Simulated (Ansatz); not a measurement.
**Molecular dynamics, with input and output: CH4O3W (part 2 of 2)**

CH4O3W, SMILES [CH3][W](=[O])(=[O])[OH]; UKS PBE/def2-SVP (Ansatz 0.2.0). The geometry comes from this level: PBE0-D4/def2-TZVP.

Geometry of the input (Å):
```
C  -0.9229  -0.8405  -0.5468
W  0.7772  0.2086  0.1304
O  1.4377  -0.7556  1.3693
O  1.8391  0.2435  -1.2022
O  0.2612  1.9295  0.6841
H  -0.6403  -1.8349  -0.8993
H  -1.6445  -0.9500  0.2677
H  -1.3861  -0.2954  -1.3741
H  0.2786  2.2949  1.5709
```

Trajectory as extended XYZ, continued
```
9
Properties=species:S:1:pos:R:3:forces:R:3 step=6 time_fs=3.0 energy=-9061.08723 temperature=483.2
C    -0.9236   -0.8475   -0.5508    3.0283  -0.7357  -0.6250
W     0.7812    0.2084    0.1318   -1.3306   0.9957  -0.6455
O     1.3944   -0.7689    1.3733    0.8748  -1.0719   1.1975
O     1.8493    0.2487   -1.2103    0.5896  -0.1449  -0.4833
O     0.2481    1.9403    0.6746   -0.1468   0.7889   0.9497
H    -0.7016   -1.8531   -0.9370    0.2229  -0.1607  -0.2357
H    -1.5933   -0.9698    0.2123   -2.2452  -0.3974   2.8654
H    -1.3929   -0.2721   -1.2815   -1.0682   1.3667  -2.0695
H     0.2336    2.4325    1.5424    0.0751  -0.6408  -0.9536
9
Properties=species:S:1:pos:R:3:forces:R:3 step=7 time_fs=3.5 energy=-9061.17014 temperature=576.7
C    -0.9224   -0.8491   -0.5514    2.1801  -0.5147  -0.4565
W     0.7819    0.2083    0.1321   -1.3330   1.0932  -0.7187
O     1.3870   -0.7723    1.3745    0.8996  -1.0786   1.1962
O     1.8515    0.2493   -1.2119    0.5245  -0.1635  -0.3706
O     0.2463    1.9428    0.6735   -0.1418   0.7935   1.0095
H    -0.7117   -1.8578   -0.9411    0.2243  -0.0914  -0.2399
H    -1.6019   -0.9773    0.2262   -1.6699  -0.2774   2.2145
H    -1.4029   -0.2575   -1.2840   -0.7792   0.9875  -1.5808
H     0.2248    2.4544    1.5334    0.0954  -0.7486  -1.0537
9
Properties=species:S:1:pos:R:3:forces:R:3 step=8 time_fs=4.0 energy=-9061.25180 temperature=683.7
C    -0.9210   -0.8507   -0.5522    1.1156  -0.2098  -0.2123
W     0.7825    0.2082    0.1323   -1.3332   1.1877  -0.7812
O     1.3795   -0.7758    1.3757    0.9194  -1.0775   1.1857
O     1.8541    0.2500   -1.2132    0.4584  -0.1826  -0.2585
O     0.2443    1.9453    0.6724   -0.1334   0.7442   0.9763
H    -0.7203   -1.8614   -0.9460    0.2202  -0.0393  -0.2457
H    -1.6152   -0.9864    0.2460   -0.9461  -0.1219   1.3731
H    -1.4150   -0.2392   -1.2907   -0.4146   0.5030  -0.9783
H     0.2162    2.4757    1.5212    0.1137  -0.8036  -1.0590
9
Properties=species:S:1:pos:R:3:forces:R:3 step=9 time_fs=4.5 energy=-9061.29515 temperature=735.7
C    -0.9193   -0.8525   -0.5532    0.0574   0.1046   0.0183
W     0.7829    0.2080    0.1324   -1.3182   1.2671  -0.8346
O     1.3719   -0.7796    1.3773    0.9294  -1.0612   1.1573
O     1.8571    0.2507   -1.2145    0.3846  -0.2021  -0.1394
O     0.2425    1.9479    0.6711   -0.1231   0.6640   0.8936
H    -0.7271   -1.8647   -0.9521    0.2069   0.0207  -0.2411
H    -1.6307   -0.9968    0.2690   -0.2303   0.0390   0.5238
H    -1.4281   -0.2192   -1.3003   -0.0365  -0.0064  -0.3656
H     0.2077    2.4965    1.5068    0.1299  -0.8256  -1.0124
9
Properties=species:S:1:pos:R:3:forces:R:3 step=10 time_fs=5.0 energy=-9061.28784 temperature=708.4
C    -0.9175   -0.8543   -0.5541   -0.8553   0.3617   0.1820
W     0.7834    0.2079    0.1326   -1.2865   1.3329  -0.8935
O     1.3646   -0.7834    1.3790    0.9330  -1.0339   1.1179
O     1.8602    0.2513   -1.2162    0.2988  -0.2213  -0.0073
O     0.2406    1.9503    0.6696   -0.1078   0.5385   0.7502
H    -0.7336   -1.8686   -0.9590    0.1884   0.1075  -0.2172
H    -1.6471   -1.0074    0.2922    0.3813   0.1862  -0.2123
H    -1.4408   -0.1994   -1.3116    0.3070  -0.4724   0.1816
H     0.1997    2.5159    1.4902    0.1411  -0.7992  -0.9014
9
Properties=species:S:1:pos:R:3:forces:R:3 step=11 time_fs=5.5 energy=-9061.24025 temperature=690.3
C    -0.9158   -0.8559   -0.5545   -1.5692   0.5175   0.2501
W     0.7838    0.2078    0.1327   -1.2419   1.3848  -0.9342
O     1.3574   -0.7877    1.3810    0.9250  -0.9878   1.0572
O     1.8634    0.2516   -1.2178    0.2085  -0.2395   0.1269
O     0.2387    1.9530    0.6684   -0.0801   0.3172   0.4953
H    -0.7389   -1.8732   -0.9680    0.1581   0.2473  -0.1551
H    -1.6629   -1.0169    0.3143    0.8620   0.3027  -0.7991
H    -1.4528   -0.1812   -1.3236    0.5948  -0.8609   0.6369
H     0.1922    2.5323    1.4716    0.1429  -0.6812  -0.6780
9
Properties=species:S:1:pos:R:3:forces:R:3 step=12 time_fs=6.0 energy=-9061.16612 temperature=628.5
C    -0.9144   -0.8572   -0.5547   -2.0871   0.5849   0.2466
W     0.7842    0.2077    0.1328   -1.1979   1.4285  -0.9365
O     1.3502   -0.7922    1.3832    0.9053  -0.9238   0.9734
O     1.8666    0.2518   -1.2191    0.1273  -0.2565   0.2464
O     0.2367    1.9560    0.6676   -0.0395   0.0058   0.1501
H    -0.7418   -1.8777   -0.9796    0.1151   0.4255  -0.0622
H    -1.6755   -1.0251    0.3350    1.2162   0.3843  -1.2455
H    -1.4648   -0.1648   -1.3341    0.8254  -1.1680   0.9941
H     0.1844    2.5463    1.4518    0.1352  -0.4808  -0.3662
9
Properties=species:S:1:pos:R:3:forces:R:3 step=13 time_fs=6.5 energy=-9061.08061 temperature=579.5
C    -0.9136   -0.8584   -0.5547   -2.4472   0.6191   0.2327
W     0.7846    0.2079    0.1328   -1.1572   1.4549  -0.9085
O     1.3430   -0.7968    1.3857    0.8773  -0.8456   0.8727
O     1.8696    0.2517   -1.2200    0.0563  -0.2717   0.3503
O     0.2346    1.9591    0.6669    0.0127  -0.3798  -0.2636
H    -0.7439   -1.8811   -0.9907    0.0759   0.5806   0.0263
H    -1.6851   -1.0321    0.3536    1.4684   0.4409  -1.5752
H    -1.4761   -0.1508   -1.3417    0.9974  -1.3938   1.2502
H     0.1765    2.5588    1.4308    0.1165  -0.2045   0.0152
9
Properties=species:S:1:pos:R:3:forces:R:3 step=14 time_fs=7.0 energy=-9061.00146 temperature=497.2
C    -0.9131   -0.8596   -0.5548   -2.6704   0.6402   0.2209
W     0.7849    0.2080    0.1329   -1.1023   1.4650  -0.8768
O     1.3358   -0.8016    1.3882    0.8430  -0.7580   0.7623
O     1.8728    0.2513   -1.2209   -0.0205  -0.2855   0.4573
O     0.2324    1.9620    0.6661    0.0714  -0.7905  -0.6807
H    -0.7453   -1.8831   -1.0010    0.0457   0.6932   0.0994
H    -1.6911   -1.0379    0.3681    1.6302   0.4757  -1.7971
H    -1.4855   -0.1403   -1.3457    1.1130  -1.5424   1.4124
H     0.1683    2.5706    1.4098    0.0897   0.1022   0.4022
9
Properties=species:S:1:pos:R:3:forces:R:3 step=15 time_fs=7.5 energy=-9060.94306 temperature=475.2
C    -0.9133   -0.8607   -0.5551   -2.7721   0.6628   0.2119
W     0.7853    0.2081    0.1328   -1.0371   1.4672  -0.8539
O     1.3289   -0.8066    1.3906    0.8066  -0.6690   0.6520
O     1.8765    0.2508   -1.2217   -0.1055  -0.2980   0.5694
O     0.2302    1.9647    0.6650    0.1353  -1.2076  -1.0769
H    -0.7457   -1.8825   -1.0114    0.0283   0.7502   0.1505
H    -1.6927   -1.0445    0.3777    1.7103   0.4988  -1.9245
H    -1.4926   -0.1334   -1.3467    1.1779  -1.6239   1.5010
H     0.1596    2.5820    1.3892    0.0564   0.4195   0.7705
9
Properties=species:S:1:pos:R:3:forces:R:3 step=16 time_fs=8.0 energy=-9060.91384 temperature=424.0
C    -0.9139   -0.8617   -0.5556   -2.7751   0.6921   0.2100
W     0.7857    0.2082    0.1328   -0.9624   1.4526  -0.8297
O     1.3221   -0.8116    1.3929    0.7660  -0.5743   0.5363
O     1.8804    0.2501   -1.2225   -0.1928  -0.3085   0.6809
O     0.2282    1.9673    0.6639    0.2032  -1.6151  -1.4406
H    -0.7469   -1.8796   -1.0214    0.0302   0.7480   0.1772
H    -1.6894   -1.0509    0.3825    1.7188   0.5122  -1.9706
H    -1.4971   -0.1308   -1.3447    1.1956  -1.6412   1.5282
H     0.1506    2.5922    1.3700    0.0166   0.7341   1.1083
9
Properties=species:S:1:pos:R:3:forces:R:3 step=17 time_fs=8.5 energy=-9060.92085 temperature=405.0
C    -0.9147   -0.8626   -0.5558   -2.7023   0.7389   0.2207
W     0.7861    0.2084    0.1328   -0.8891   1.4109  -0.7669
O     1.3158   -0.8170    1.3953    0.7182  -0.4659   0.4059
O     1.8838    0.2492   -1.2227   -0.2624  -0.3154   0.7675
O     0.2262    1.9696    0.6630    0.2557  -1.8701  -1.6281
H    -0.7500   -1.8740   -1.0310    0.0525   0.6811   0.1797
H    -1.6821   -1.0557    0.3833    1.6692   0.5097  -1.9450
H    -1.4990   -0.1322   -1.3392    1.1693  -1.5950   1.4956
H     0.1410    2.6029    1.3553   -0.0111   0.9057   1.2706
9
Properties=species:S:1:pos:R:3:forces:R:3 step=18 time_fs=9.0 energy=-9060.96848 temperature=458.3
C    -0.9159   -0.8634   -0.5554   -2.5383   0.7723   0.2319
W     0.7866    0.2085    0.1328   -0.8208   1.3465  -0.6711
O     1.3099   -0.8228    1.3975    0.6671  -0.3504   0.2701
O     1.8870    0.2480   -1.2223   -0.3136  -0.3197   0.8266
O     0.2245    1.9716    0.6619    0.2699  -1.8557  -1.5347
H    -0.7540   -1.8670   -1.0401    0.0868   0.5801   0.1694
H    -1.6714   -1.0587    0.3797    1.5610   0.4851  -1.8363
H    -1.4984   -0.1378   -1.3291    1.0929  -1.4785   1.3902
H     0.1308    2.6165    1.3453   -0.0051   0.8202   1.1538
9
Properties=species:S:1:pos:R:3:forces:R:3 step=19 time_fs=9.5 energy=-9061.04624 temperature=537.1
C    -0.9176   -0.8640   -0.5550   -2.2394   0.7588   0.2291
W     0.7870    0.2086    0.1328   -0.7490   1.2771  -0.5713
O     1.3038   -0.8287    1.3998    0.6170  -0.2362   0.1370
O     1.8903    0.2469   -1.2215   -0.3610  -0.3241   0.8786
O     0.2232    1.9734    0.6604    0.2459  -1.6229  -1.2314
H    -0.7589   -1.8597   -1.0479    0.1309   0.4675   0.1506
H    -1.6567   -1.0597    0.3712    1.3709   0.4371  -1.6209
H    -1.4942   -0.1475   -1.3156    0.9493  -1.2789   1.2007
H     0.1197    2.6329    1.3389    0.0354   0.5216   0.8275
9
Properties=species:S:1:pos:R:3:forces:R:3 step=20 time_fs=10.0 energy=-9061.13025 temperature=581.8
C    -0.9201   -0.8644   -0.5547   -1.7822   0.7222   0.2307
W     0.7873    0.2087    0.1329   -0.6754   1.2007  -0.4687
O     1.2978   -0.8344    1.4023    0.5661  -0.1212   0.0029
O     1.8934    0.2458   -1.2206   -0.4056  -0.3281   0.9261
O     0.2219    1.9753    0.6587    0.1916  -1.2564  -0.8189
H    -0.7647   -1.8513   -1.0541    0.1876   0.3096   0.1069
H    -1.6385   -1.0591    0.3588    1.0896   0.3647  -1.2910
H    -1.4861   -0.1605   -1.3002    0.7244  -0.9853   0.9195
H     0.1087    2.6501    1.3361    0.1038   0.0937   0.3925
```

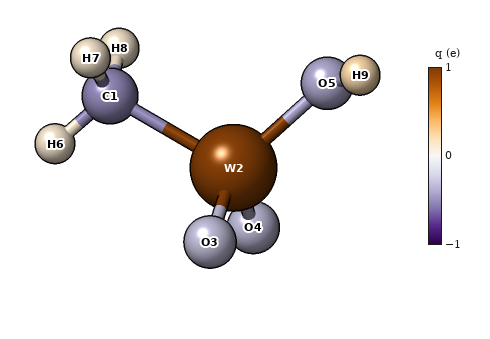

Mulliken charges, as the colour of each atom (ball-and-stick view, seen at a tilt; atoms are numbered from 1 in the order of the input). By element: C −0.50, W +0.95, O −0.39 to −0.30 and H +0.11 to +0.22 e.
